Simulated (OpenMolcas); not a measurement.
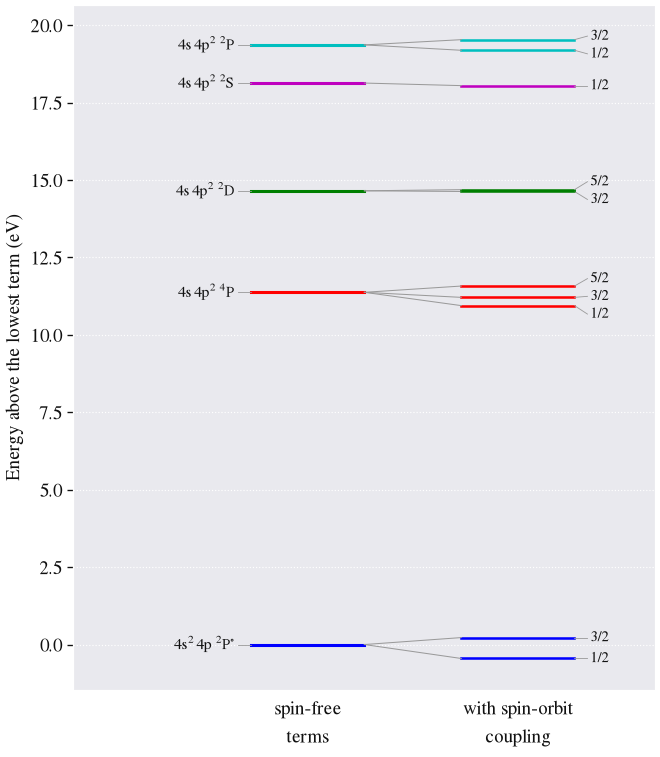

Terms of Br V (Br⁴⁺) without and with spin-orbit coupling; numbers at the right are J. 4s² 4p ²P° (at 0) splits over 0.676 eV into J = 1/2, 3/2 from the bottom up (normal); 4s 4p² ⁴P (at 11.4 eV) splits over 0.632 eV into J = 1/2, 3/2, 5/2 from the bottom up (normal); 4s 4p² ²D (at 14.7 eV) splits over 0.0592 eV into J = 3/2, 5/2 from the bottom up (normal); 4s 4p² ²S (at 18.1 eV) gives the one level J = 1/2; 4s 4p² ²P (at 19.4 eV) splits over 0.343 eV into J = 1/2, 3/2 from the bottom up (normal). The ground level lies 0.451 eV below the lowest term.

## Multiconfigurational calculation for Br⁴⁺

- system: Br⁴⁺.
- method: state-averaged MS-RASPT2, IPEA shift 0.25, imaginary shift 0.1 hartree, closed shells 3s 3p 3d correlated, active space 3 electrons in the shells 4s 4p 4d; RAS3 4d with at most 2 electrons, basis ANO-RCC, DKH2 scalar Hamiltonian, spin-orbit coupling by RASSI with atomic mean-field integrals (OpenMolcas)

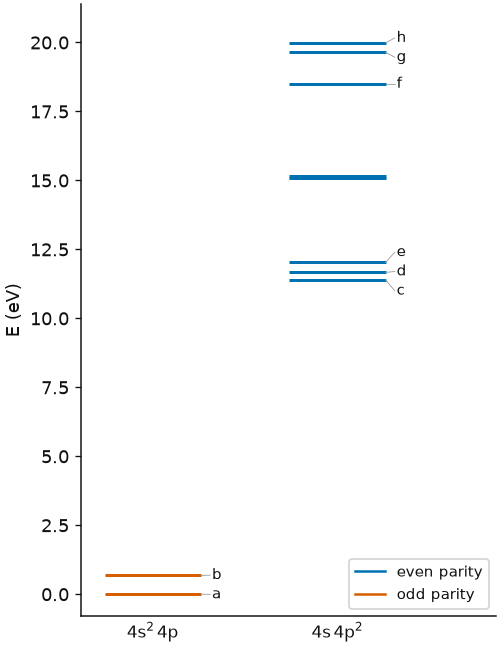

The lowest computed levels of Br⁴⁺, 8 of them lettered. a: 4s² 4p ²P°₁/₂ at 0; b: 4s² 4p ²P°₃/₂ at 0.676 eV; c: 4s 4p² ⁴P₁/₂ at 11.4 eV; d: 4s 4p² ⁴P₃/₂ at 11.7 eV; e: 4s 4p² ⁴P₅/₂ at 12.0 eV; f: 4s 4p² ²S₁/₂ at 18.5 eV; g: 4s 4p² ²P₁/₂ at 19.6 eV; h: 4s 4p² ²P₃/₂ at 20.0 eV.

Input and output of the run follow.

The input:
```
&GATEWAY
Coord
1

Br 0.0 0.0 0.0
Basis=ANO-RCC
Group=XYZ
NoMove
AngMom=0.0 0.0 0.0
AMFI
&SEWARD
&RASSCF
FileOrb=start.orb
Symmetry=2
Spin=4
nActEl=3 0 0
Inactive=8 6
Ras2=1 3
CIRoot=1 1 1
SDav=1
CIMx=300
Iter=120 100
PrWF=0.3
OrbListing=Nothing
MaxOrb=0
Atom
>>> COPY $Project.JobIph JOBPRE
&RASSCF
FileOrb=start.orb
Symmetry=2
Spin=4
nActEl=3 0 2
Inactive=8 6
Ras2=1 3
Ras3=5 0
CIRoot=1 1 1
SDav=46
CIMx=300
Iter=120 100
PrWF=0.3
OrbListing=Nothing
MaxOrb=0
Thrs=2.0e-7 1.0e-1 5.0e-4
Atom
>>> COPY $Project.JobIph JOB001
&RASSCF
FileOrb=start.orb
Symmetry=2
Spin=2
nActEl=3 0 2
Inactive=8 6
Ras2=1 3
Ras3=5 0
CIRoot=11 11 1
SDav=116
CIMx=300
Iter=120 100
PrWF=0.3
OrbListing=Nothing
MaxOrb=0
Thrs=2.0e-7 1.0e-1 5.0e-4
Atom
>>> COPY $Project.JobIph JOB002
&RASSCF
FileOrb=start.orb
Symmetry=1
Spin=4
nActEl=3 0 2
Inactive=8 6
Ras2=1 3
Ras3=5 0
CIRoot=3 3 1
SDav=28
CIMx=300
Iter=120 100
PrWF=0.3
OrbListing=Nothing
MaxOrb=0
Thrs=2.0e-7 1.0e-1 5.0e-4
Atom
>>> COPY $Project.JobIph JOB003
&RASSCF
FileOrb=start.orb
Symmetry=1
Spin=2
nActEl=3 0 2
Inactive=8 6
Ras2=1 3
Ras3=5 0
CIRoot=9 9 1
SDav=84
CIMx=300
Iter=120 100
PrWF=0.3
OrbListing=Nothing
MaxOrb=0
Thrs=2.0e-7 1.0e-1 5.0e-4
Atom
>>> COPY $Project.JobIph JOB004
&RASSI
NrOfJobIphs=4 1 11 3 9
1
1 2 3 4 5 6 7 8 9 10 11
1 2 3
1 2 3 4 5 6 7 8 9
IphNames
JOB001
JOB002
JOB003
JOB004
EJob
SpinOrbit
DIPRint=1.0
SOCoupling=1000.0
Subsets=2
MEES
Property=10
'ANGMOM' 1 'ANGMOM' 2 'ANGMOM' 3 'MLTPL  1' 1 'MLTPL  1' 2 'MLTPL  1' 3
'AMFI' 1 'AMFI' 2 'AMFI' 3 'MLTPL  2' 6
SOProperty=3
'ANGMOM' 1 'ANGMOM' 2 'ANGMOM' 3
>>> COPY JOB001 $Project.JobIph
&CASPT2
Multistate=1 1
Frozen=2 3
IPEA=0.25
Imaginary=0.1
MaxIter=60
WThr=0.0 0.3 0.05
PrWF=0.5
NoMix
>>> COPY JOB002 $Project.JobIph
&CASPT2
Multistate=11 1 2 3 4 5 6 7 8 9 10 11
Frozen=2 3
IPEA=0.25
Imaginary=0.1
MaxIter=60
WThr=0.0 0.3 0.05
PrWF=0.5
NoMix
>>> COPY JOB003 $Project.JobIph
&CASPT2
Multistate=3 1 2 3
Frozen=2 3
IPEA=0.25
Imaginary=0.1
MaxIter=60
WThr=0.0 0.3 0.05
PrWF=0.5
NoMix
>>> COPY JOB004 $Project.JobIph
&CASPT2
Multistate=9 1 2 3 4 5 6 7 8 9
Frozen=2 3
IPEA=0.25
Imaginary=0.1
MaxIter=60
WThr=0.0 0.3 0.05
PrWF=0.5
NoMix
```

The file start.orb holds starting orbitals from an earlier step. A driver script formed the levels outside the program, from RASSI's spin-orbit matrix and the CASPT2 energies (for multi-state variants, the effective Hamiltonian), averaged over the components of each term or state. The log and the time are those of the CASPT2 step.

Launched with:
```bash
OMP_NUM_THREADS=1 MOLCAS_MEM=2252 MOLCAS_PROJECT=a pymolcas a.inp > a.log  # once for each step of the input, in one work folder
```

The program's output (extracts):
```
--- CASPT2 ---
Orbital specifications:
      -----------------------

      Symmetry species                           1   2
                                                ag  au
      Frozen orbitals                            2   3
      Inactive orbitals                          6   3
      Active orbitals                            6   3
      Secondary orbitals                        43  43
      Deleted orbitals                           0   0
      Number of basis functions                 57  52
Type of calculation                        SS-CASPT2
      Fock operator                              state-specific
      IPEA shift                                 0.25
      Real shift                                 0.00
      Imaginary shift                            0.10
      The input orbitals will be transformed to quasi-canonical
Reference energy:       -2599.1620668043
      E2 (Non-variational):      -0.4327923369
      Shift correction:          -0.0000217265
      E2 (Variational):          -0.4328140634
      Total energy:           -2599.5948808677
      Residual norm:              0.0000001894
      Reference weight:           0.97559
      Contributions to the CASPT2 correlation energy
      Active & Virtual Only:         -0.0039923140
      One Inactive Excited:          -0.0638355792
      Two Inactive Excited:          -0.3649644438
::    CASPT2 Root  1     Total energy:  -2599.59488087
--- CASPT2 ---
Orbital specifications:
      -----------------------

      Symmetry species                           1   2
                                                ag  au
      Frozen orbitals                            2   3
      Inactive orbitals                          6   3
      Active orbitals                            6   3
      Secondary orbitals                        43  43
      Deleted orbitals                           0   0
      Number of basis functions                 57  52
Type of calculation                        MS-CASPT2
      Fock operator                              state-specific
      IPEA shift                                 0.25
      Real shift                                 0.00
      Imaginary shift                            0.10
      The input orbitals will be transformed to quasi-canonical
Reference energy:       -2600.2452566433
      E2 (Non-variational):      -0.4406763183
      Shift correction:          -0.0000254039
      E2 (Variational):          -0.4407017223
      Total energy:           -2600.6859583656
      Residual norm:              0.0000000634
      Reference weight:           0.97439
      Contributions to the CASPT2 correlation energy
      Active & Virtual Only:         -0.0127966581
      One Inactive Excited:          -0.0623514214
      Two Inactive Excited:          -0.3655282388
Reference energy:       -2600.2452566433
      E2 (Non-variational):      -0.4406764558
      Shift correction:          -0.0000254041
      E2 (Variational):          -0.4407018599
      Total energy:           -2600.6859585033
      Residual norm:              0.0000000634
      Reference weight:           0.97439
      Contributions to the CASPT2 correlation energy
      Active & Virtual Only:         -0.0127967956
      One Inactive Excited:          -0.0623514215
      Two Inactive Excited:          -0.3655282388
::    CASPT2 Root  1     Total energy:  -2600.68595837
::    CASPT2 Root  2     Total energy:  -2600.68595850
::    CASPT2 Root  3     Total energy:  -2600.68598418
::    CASPT2 Root  4     Total energy:  -2599.61271871
::    CASPT2 Root  5     Total energy:  -2599.61270102
::    CASPT2 Root  6     Total energy:  -2599.61270115
::    CASPT2 Root  7     Total energy:  -2599.61270115
::    CASPT2 Root  8     Total energy:  -2599.61270102
::    CASPT2 Root  9     Total energy:  -2599.50152627
::    CASPT2 Root 10     Total energy:  -2599.50152292
::    CASPT2 Root 11     Total energy:  -2599.50160947
::    MS-CASPT2 Root  1     Total energy:  -2600.68625782
::    MS-CASPT2 Root  2     Total energy:  -2600.68623148
::    MS-CASPT2 Root  3     Total energy:  -2600.68623130
::    MS-CASPT2 Root  4     Total energy:  -2599.61272165
::    MS-CASPT2 Root  5     Total energy:  -2599.61270134
::    MS-CASPT2 Root  6     Total energy:  -2599.61270102
::    MS-CASPT2 Root  7     Total energy:  -2599.61270095
::    MS-CASPT2 Root  8     Total energy:  -2599.61269808
::    MS-CASPT2 Root  9     Total energy:  -2599.50133582
::    MS-CASPT2 Root 10     Total energy:  -2599.50125328
::    MS-CASPT2 Root 11     Total energy:  -2599.50125000
--- CASPT2 ---
Orbital specifications:
      -----------------------

      Symmetry species                           1   2
                                                ag  au
      Frozen orbitals                            2   3
      Inactive orbitals                          6   3
      Active orbitals                            6   3
      Secondary orbitals                        43  43
      Deleted orbitals                           0   0
      Number of basis functions                 57  52
Type of calculation                        MS-CASPT2
      Fock operator                              state-specific
      IPEA shift                                 0.25
      Real shift                                 0.00
      Imaginary shift                            0.10
      The input orbitals will be transformed to quasi-canonical
Reference energy:       -2599.8442651721
      E2 (Non-variational):      -0.4239672567
      Shift correction:          -0.0000189737
      E2 (Variational):          -0.4239862303
      Total energy:           -2600.2682514025
      Residual norm:              0.0000001717
      Reference weight:           0.97707
      Contributions to the CASPT2 correlation energy
      Active & Virtual Only:         -0.0036774510
      One Inactive Excited:          -0.0544529179
      Two Inactive Excited:          -0.3658368877
Reference energy:       -2599.8442651720
      E2 (Non-variational):      -0.4239692538
      Shift correction:          -0.0000189752
      E2 (Variational):          -0.4239882290
      Total energy:           -2600.2682534011
      Residual norm:              0.0000001717
      Reference weight:           0.97707
      Contributions to the CASPT2 correlation energy
      Active & Virtual Only:         -0.0036774507
      One Inactive Excited:          -0.0544549155
      Two Inactive Excited:          -0.3658368877
::    CASPT2 Root  1     Total energy:  -2600.26825140
::    CASPT2 Root  2     Total energy:  -2600.26825340
::    CASPT2 Root  3     Total energy:  -2600.26824915
::    MS-CASPT2 Root  1     Total energy:  -2600.26825340
::    MS-CASPT2 Root  2     Total energy:  -2600.26825140
::    MS-CASPT2 Root  3     Total energy:  -2600.26824915
--- CASPT2 ---
Orbital specifications:
      -----------------------

      Symmetry species                           1   2
                                                ag  au
      Frozen orbitals                            2   3
      Inactive orbitals                          6   3
      Active orbitals                            6   3
      Secondary orbitals                        43  43
      Deleted orbitals                           0   0
      Number of basis functions                 57  52
Type of calculation                        MS-CASPT2
      Fock operator                              state-specific
      IPEA shift                                 0.25
      Real shift                                 0.00
      Imaginary shift                            0.10
      The input orbitals will be transformed to quasi-canonical
Reference energy:       -2599.7094502668
      E2 (Non-variational):      -0.4382905869
      Shift correction:          -0.0000564903
      E2 (Variational):          -0.4383470772
      Total energy:           -2600.1477973440
      Residual norm:              0.0000007453
      Reference weight:           0.97159
      Contributions to the CASPT2 correlation energy
      Active & Virtual Only:         -0.0154663203
      One Inactive Excited:          -0.0571042421
      Two Inactive Excited:          -0.3657200244
Reference energy:       -2599.7094502668
      E2 (Non-variational):      -0.4382906898
      Shift correction:          -0.0000564919
      E2 (Variational):          -0.4383471817
      Total energy:           -2600.1477974484
      Residual norm:              0.0000007454
      Reference weight:           0.97159
      Contributions to the CASPT2 correlation energy
      Active & Virtual Only:         -0.0154664161
      One Inactive Excited:          -0.0571042493
      Two Inactive Excited:          -0.3657200244
::    CASPT2 Root  1     Total energy:  -2600.14779734
::    CASPT2 Root  2     Total energy:  -2600.14779745
::    CASPT2 Root  3     Total energy:  -2600.14779734
::    CASPT2 Root  4     Total energy:  -2600.14779585
::    CASPT2 Root  5     Total energy:  -2600.14778717
::    CASPT2 Root  6     Total energy:  -2600.01992285
::    CASPT2 Root  7     Total energy:  -2599.97462531
::    CASPT2 Root  8     Total energy:  -2599.97462188
::    CASPT2 Root  9     Total energy:  -2599.97462141
::    MS-CASPT2 Root  1     Total energy:  -2600.14780252
::    MS-CASPT2 Root  2     Total energy:  -2600.14779780
::    MS-CASPT2 Root  3     Total energy:  -2600.14779601
::    MS-CASPT2 Root  4     Total energy:  -2600.14779525
::    MS-CASPT2 Root  5     Total energy:  -2600.14778470
::    MS-CASPT2 Root  6     Total energy:  -2600.01992172
::    MS-CASPT2 Root  7     Total energy:  -2599.97462531
::    MS-CASPT2 Root  8     Total energy:  -2599.97462188
::    MS-CASPT2 Root  9     Total energy:  -2599.97462141
```

Spin-orbit levels, grouped by J and assigned:

```csv
Configuration,Level,E (eV),LS purity (%),Landé g
4s² 4p,²P°₁/₂,0,100,0.666
4s² 4p,²P°₃/₂,0.6755,100,1.334
4s 4p²,⁴P₁/₂,11.39,99,2.666
4s 4p²,⁴P₃/₂,11.66,100,1.734
4s 4p²,⁴P₅/₂,12.03,99,1.597
4s 4p²,²D₃/₂,15.08,100,0.802
4s 4p²,²D₅/₂,15.14,99,1.204
4s 4p²,²S₁/₂,18.50,89,1.864
4s 4p²,²P₁/₂,19.64,89,0.809
4s 4p²,²P₃/₂,19.98,100,1.333
```

Key numbers:

- outcome: converged
- lowest level: 4s² 4p ²P°₁/₂
- first excited level: 4s² 4p ²P°₃/₂, 5,448 cm⁻¹ (measured: 6,090)
- energy of the lowest spin-free term: −2600.68624 hartree
- energy of the lowest spin-orbit level: −2600.70280 hartree
- CASPT2 correlation energy: −0.4410 hartree
- largest spread among components of a term: 19.0 cm⁻¹
- lowest reference weight: 0.970
- hardware: 1 thread of Intel Xeon @ 2.50GHz (Skylake/Cascade Lake), 128 GiB of memory available, shared host
- wall time: 71 s

Notes:

Limits: extra active shells serve correlation only, their own levels not computed; only configurations of the active space are included.
